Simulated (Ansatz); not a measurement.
## Run report: Si4H10O, geometry relaxation (part 2 of 2)

Continued. System: Si4H10O. Method: RKS PBE0-D4/def2-TZVP (Ansatz 0.2.0). 

Geometry of the input (Å):
```
Si -0.3725  -0.5839  -0.4069
Si 1.9420  -0.9460  -0.1828
Si -0.7356  1.2892  -1.7791
Si -1.2867  -0.4169  1.7588
O  -1.0866  -1.8563  -1.2163
H  2.2325  -2.1823  0.5961
H  2.5675  0.1910  0.5631
H  2.6315  -1.0406  -1.4978
H  -1.8064  2.1681  -1.2405
H  0.5139  2.0816  -1.9252
H  -1.1422  0.7915  -3.1215
H  -0.2395  -0.1804  2.7874
H  -1.9215  -1.7367  2.0523
H  -2.3287  0.6373  1.8680
H  -1.2116  -2.6671  -0.7195
```

Trajectory as extended XYZ, continued
```
15
Properties=species:S:1:pos:R:3:forces:R:3 step=5 energy=-33707.88776
Si   -0.4073   -0.6474   -0.4382    0.0350   0.0298   0.0003
Si    1.9022   -1.0136   -0.2237    0.0119  -0.0170  -0.0056
Si   -0.7114    1.2889   -1.7264    0.0311   0.1268  -0.1470
Si   -1.2504   -0.3789    1.7447   -0.0068  -0.0312   0.1742
O    -1.2090   -1.8715   -1.2378    0.0243  -0.0270   0.0769
H     2.1967   -2.2430    0.5657   -0.0084  -0.0098  -0.0065
H     2.4755    0.1523    0.5027    0.0011   0.0128   0.0096
H     2.5821   -1.1291   -1.5425   -0.0061  -0.0113  -0.0108
H    -1.9475    2.0271   -1.3145    0.1417  -0.0707  -0.0770
H     0.4754    2.1929   -1.5392   -0.2198  -0.1406  -0.0201
H    -0.8152    0.9145   -3.1783    0.0269   0.0849   0.2607
H    -0.1941    0.1854    2.6533   -0.1912  -0.0782  -0.1512
H    -1.6553   -1.7301    2.2705    0.0777   0.2147  -0.0680
H    -2.4498    0.5150    1.7782    0.1141  -0.0913   0.0192
H    -1.2361   -2.7143   -0.7787   -0.0316   0.0080  -0.0546
15
Properties=species:S:1:pos:R:3:forces:R:3 step=7 energy=-33707.91219
Si   -0.4027   -0.6360   -0.4297   -0.0046  -0.0287   0.0007
Si    1.9037   -1.0506   -0.2425   -0.0084   0.0008  -0.0023
Si   -0.7096    1.3003   -1.7117   -0.0015   0.0014  -0.0110
Si   -1.2410   -0.3575    1.7509    0.0004   0.0021  -0.0028
O    -1.2259   -1.8491   -1.2255    0.0136  -0.0213   0.0379
H     2.1706   -2.2965    0.5305   -0.0069  -0.0049  -0.0029
H     2.5224    0.0921    0.4851   -0.0034  -0.0022  -0.0002
H     2.5580   -1.1781   -1.5734   -0.0070  -0.0039  -0.0031
H    -2.0142    1.9530   -1.4222   -0.0123  -0.0072  -0.0010
H     0.3798    2.2663   -1.4028   -0.0001   0.0027   0.0206
H    -0.6511    0.9565   -3.1572    0.0145   0.0053  -0.0089
H    -0.2412    0.3268    2.6150    0.0070   0.0128  -0.0030
H    -1.5179   -1.7033    2.3309    0.0106  -0.0009   0.0084
H    -2.5057    0.4264    1.7756   -0.0044  -0.0077  -0.0092
H    -1.2694   -2.7019   -0.7870    0.0025   0.0516  -0.0233
15
Properties=species:S:1:pos:R:3:forces:R:3 step=8 energy=-33707.91787
Si   -0.4058   -0.6301   -0.4241   -0.0136  -0.1073  -0.0231
Si    1.8949   -1.0885   -0.2631   -0.0138   0.0191   0.0001
Si   -0.7066    1.3083   -1.6999    0.0155   0.1407  -0.0547
Si   -1.2269   -0.3364    1.7588   -0.0087   0.0430   0.0832
O    -1.2512   -1.8318   -1.2137    0.0112   0.1536  -0.0816
H     2.1394   -2.3461    0.4988   -0.0034   0.0009  -0.0037
H     2.5506    0.0355    0.4628   -0.0041  -0.0174  -0.0081
H     2.5257   -1.2250   -1.6048   -0.0024  -0.0021   0.0049
H    -2.0869    1.8612   -1.5165    0.1770  -0.0501  -0.0477
H     0.2934    2.3276   -1.2356   -0.1647  -0.1245  -0.0787
H    -0.4757    1.0192   -3.1529   -0.0252   0.0567   0.2093
H    -0.2667    0.4805    2.5647   -0.1008  -0.0686  -0.0616
H    -1.3836   -1.6740    2.4160    0.0206   0.1219  -0.0510
H    -2.5578    0.3438    1.7511    0.0969  -0.0584   0.0264
H    -1.2869   -2.6957   -0.8057    0.0154  -0.1075   0.0863
15
Properties=species:S:1:pos:R:3:forces:R:3 step=9 energy=-33707.92311
Si   -0.4087   -0.6321   -0.4239    0.0509  -0.0059   0.0131
Si    1.8902   -1.1016   -0.2706   -0.0045  -0.0195   0.0014
Si   -0.7007    1.3171   -1.6847   -0.0673   0.0749  -0.0789
Si   -1.2167   -0.3160    1.7597   -0.0689  -0.0473   0.0162
O    -1.2511   -1.8337   -1.2162    0.0010   0.1396  -0.0359
H     2.1135   -2.3708    0.4797    0.0077   0.0103  -0.0029
H     2.5763    0.0029    0.4588   -0.0307  -0.0225  -0.0175
H     2.5090   -1.2450   -1.6175   -0.0017   0.0056   0.0106
H    -2.1039    1.8236   -1.5666    0.1462  -0.0405  -0.0305
H     0.2342    2.3770   -1.1925   -0.0842  -0.1176  -0.0233
H    -0.3997    1.0319   -3.1197   -0.0207   0.0599   0.0951
H    -0.2980    0.5431    2.5597   -0.0172  -0.0214  -0.0490
H    -1.3111   -1.6531    2.4196   -0.0052   0.0591   0.0186
H    -2.5753    0.3018    1.7554    0.0667  -0.0340   0.0151
H    -1.3019   -2.6968   -0.8053    0.0279  -0.0406   0.0677
15
Properties=species:S:1:pos:R:3:forces:R:3 step=11 energy=-33707.93043
Si   -0.4198   -0.6362   -0.4349   -0.0695  -0.1099  -0.0534
Si    1.8727   -1.1254   -0.2946    0.0027  -0.0051  -0.0024
Si   -0.7012    1.3236   -1.6804   -0.0164  -0.0386  -0.0130
Si   -1.2172   -0.3052    1.7496   -0.0050  -0.0050   0.0008
O    -1.2687   -1.8591   -1.1990    0.0874   0.0975   0.0971
H     2.0892   -2.4043    0.4401    0.0000   0.0013   0.0016
H     2.5629   -0.0346    0.4461    0.0064   0.0045   0.0041
H     2.4879   -1.2554   -1.6437    0.0010   0.0021  -0.0004
H    -2.1117    1.7936   -1.6452   -0.0020   0.0018  -0.0035
H     0.1672    2.3652   -1.0681    0.0052   0.0180   0.0089
H    -0.2888    1.1243   -3.0955    0.0043   0.0044   0.0019
H    -0.3180    0.6229    2.4870    0.0044   0.0112   0.0053
H    -1.2459   -1.6087    2.4734    0.0063   0.0067   0.0029
H    -2.5959    0.2556    1.7519    0.0021   0.0007   0.0013
H    -1.2567   -2.7079   -0.7508   -0.0269   0.0104  -0.0512
15
Properties=species:S:1:pos:R:3:forces:R:3 step=12 energy=-33707.93345
Si   -0.4205   -0.6433   -0.4290   -0.0031  -0.0086  -0.0001
Si    1.8726   -1.1352   -0.2928   -0.0010   0.0015   0.0019
Si   -0.6998    1.3173   -1.6725    0.0053   0.0106   0.0034
Si   -1.2113   -0.3011    1.7569    0.0034   0.0009   0.0005
O    -1.2770   -1.8393   -1.2124    0.0000  -0.0021   0.0045
H     2.0938   -2.4133    0.4415    0.0010  -0.0026   0.0002
H     2.5636   -0.0433    0.4466   -0.0019  -0.0011   0.0008
H     2.4848   -1.2620   -1.6434    0.0008  -0.0016  -0.0010
H    -2.1175    1.7672   -1.6643   -0.0025  -0.0019  -0.0032
H     0.1406    2.3757   -1.0464   -0.0059  -0.0023  -0.0002
H    -0.2583    1.1257   -3.0798    0.0030   0.0006  -0.0011
H    -0.3244    0.6598    2.4683    0.0006   0.0032  -0.0037
H    -1.2089   -1.5880    2.5096    0.0026   0.0001   0.0016
H    -2.5996    0.2353    1.7585   -0.0016  -0.0013   0.0015
H    -1.2822   -2.7072   -0.8048   -0.0006   0.0046  -0.0051
15
Properties=species:S:1:pos:R:3:forces:R:3 step=13 energy=-33707.93407
Si   -0.4242   -0.6470   -0.4290    0.0087   0.0068   0.0109
Si    1.8671   -1.1484   -0.2976   -0.0014  -0.0020   0.0039
Si   -0.6974    1.3191   -1.6653    0.0053   0.0260  -0.0006
Si   -1.2059   -0.2935    1.7584    0.0137   0.0020   0.0098
O    -1.2869   -1.8346   -1.2159   -0.0148  -0.0491  -0.0006
H     2.0861   -2.4310    0.4298   -0.0012   0.0006   0.0008
H     2.5620   -0.0620    0.4467    0.0000  -0.0028  -0.0019
H     2.4770   -1.2715   -1.6497    0.0016   0.0019  -0.0001
H    -2.1265    1.7367   -1.6989    0.0320  -0.0019  -0.0066
H     0.1008    2.3878   -0.9980   -0.0268  -0.0253  -0.0241
H    -0.2038    1.1498   -3.0602   -0.0124   0.0097   0.0315
H    -0.3345    0.7090    2.4342   -0.0218  -0.0192  -0.0065
H    -1.1598   -1.5636    2.5406   -0.0006   0.0276  -0.0126
H    -2.6087    0.2063    1.7611    0.0144  -0.0059   0.0077
H    -1.2895   -2.7087   -0.8203    0.0034   0.0316  -0.0116
15
Properties=species:S:1:pos:R:3:forces:R:3 step=15 energy=-33707.93447
Si   -0.4273   -0.6485   -0.4313    0.0036   0.0140   0.0008
Si    1.8630   -1.1538   -0.2987   -0.0042  -0.0025  -0.0021
Si   -0.6980    1.3206   -1.6641    0.0075   0.0061  -0.0101
Si   -1.2010   -0.2901    1.7578    0.0061  -0.0031   0.0148
O    -1.2918   -1.8363   -1.2170   -0.0007  -0.0166   0.0080
H     2.0749   -2.4386    0.4266    0.0027  -0.0015  -0.0007
H     2.5601   -0.0718    0.4491    0.0002   0.0015   0.0025
H     2.4749   -1.2745   -1.6501    0.0013  -0.0021   0.0008
H    -2.1267    1.7304   -1.7201   -0.0026  -0.0007   0.0003
H     0.0806    2.3929   -0.9841   -0.0034  -0.0060  -0.0011
H    -0.1835    1.1636   -3.0516   -0.0026  -0.0003   0.0097
H    -0.3394    0.7251    2.4254   -0.0056  -0.0077  -0.0087
H    -1.1360   -1.5531    2.5482    0.0000   0.0084  -0.0063
H    -2.6086    0.1934    1.7694   -0.0009  -0.0006  -0.0002
H    -1.2853   -2.7111   -0.8237   -0.0013   0.0110  -0.0076
15
Properties=species:S:1:pos:R:3:forces:R:3 step=16 energy=-33707.93450
Si   -0.4288   -0.6469   -0.4321   -0.0016   0.0017   0.0034
Si    1.8604   -1.1569   -0.2990    0.0041   0.0029   0.0003
Si   -0.6990    1.3225   -1.6649    0.0094  -0.0093   0.0027
Si   -1.1998   -0.2892    1.7580    0.0106   0.0022  -0.0007
O    -1.2943   -1.8349   -1.2161   -0.0053  -0.0146  -0.0035
H     2.0730   -2.4427    0.4244   -0.0047  -0.0013   0.0014
H     2.5566   -0.0764    0.4518    0.0035   0.0018   0.0015
H     2.4759   -1.2769   -1.6489   -0.0017   0.0015  -0.0015
H    -2.1284    1.7273   -1.7289   -0.0074   0.0016  -0.0006
H     0.0721    2.3938   -0.9763    0.0015   0.0064  -0.0001
H    -0.1744    1.1686   -3.0482   -0.0004   0.0011  -0.0010
H    -0.3393    0.7321    2.4161   -0.0036  -0.0007   0.0038
H    -1.1252   -1.5491    2.5515    0.0005   0.0013  -0.0010
H    -2.6095    0.1875    1.7734   -0.0028   0.0011   0.0000
H    -1.2834   -2.7104   -0.8250   -0.0019   0.0044  -0.0048
15
Properties=species:S:1:pos:R:3:forces:R:3 step=18 energy=-33707.93454
Si   -0.4291   -0.6471   -0.4320    0.0026   0.0067   0.0016
Si    1.8601   -1.1577   -0.2989   -0.0009  -0.0008  -0.0004
Si   -0.6985    1.3224   -1.6645    0.0006  -0.0019  -0.0009
Si   -1.1980   -0.2880    1.7586    0.0006  -0.0008   0.0009
O    -1.2952   -1.8343   -1.2169   -0.0013  -0.0047   0.0001
H     2.0686   -2.4449    0.4233    0.0002  -0.0002   0.0000
H     2.5584   -0.0793    0.4534    0.0004  -0.0001   0.0003
H     2.4747   -1.2771   -1.6492    0.0002   0.0002   0.0003
H    -2.1291    1.7237   -1.7330   -0.0011   0.0003   0.0000
H     0.0676    2.3968   -0.9745    0.0004   0.0005   0.0002
H    -0.1698    1.1704   -3.0465   -0.0001   0.0001   0.0000
H    -0.3417    0.7371    2.4162   -0.0005  -0.0007  -0.0005
H    -1.1184   -1.5467    2.5534    0.0000   0.0005  -0.0001
H    -2.6096    0.1836    1.7745   -0.0003  -0.0001   0.0000
H    -1.2840   -2.7106   -0.8279   -0.0008   0.0010  -0.0015
15
Properties=species:S:1:pos:R:3:forces:R:3 step=19 energy=-33707.93454
Si   -0.4290   -0.6467   -0.4320    0.0015   0.0033   0.0012
Si    1.8600   -1.1580   -0.2988   -0.0004   0.0001   0.0001
Si   -0.6985    1.3225   -1.6648   -0.0013   0.0010  -0.0004
Si   -1.1977   -0.2880    1.7588   -0.0011   0.0001   0.0001
O    -1.2953   -1.8339   -1.2168   -0.0008  -0.0013  -0.0007
H     2.0676   -2.4459    0.4226    0.0002   0.0001  -0.0005
H     2.5587   -0.0805    0.4545   -0.0001  -0.0006  -0.0001
H     2.4749   -1.2766   -1.6490    0.0001  -0.0001   0.0004
H    -2.1294    1.7233   -1.7343    0.0010  -0.0006   0.0004
H     0.0666    2.3975   -0.9747    0.0000  -0.0003  -0.0001
H    -0.1692    1.1707   -3.0466    0.0002  -0.0005  -0.0003
H    -0.3422    0.7380    2.4160    0.0004   0.0003   0.0000
H    -1.1167   -1.5462    2.5540    0.0001  -0.0006   0.0000
H    -2.6098    0.1823    1.7752    0.0005  -0.0003  -0.0002
H    -1.2841   -2.7103   -0.8282   -0.0002  -0.0004  -0.0001
```

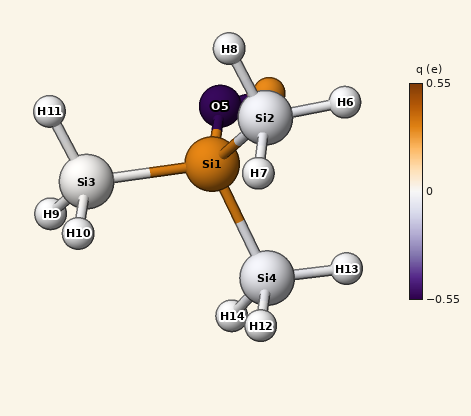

Mulliken charges, as the colour of each atom (ball-and-stick view, seen at a tilt; atoms are numbered from 1 in the order of the input; Mulliken charges depend strongly on the basis). By element: Si −0.04 to +0.33, O −0.52 and H −0.01 to +0.32 e.
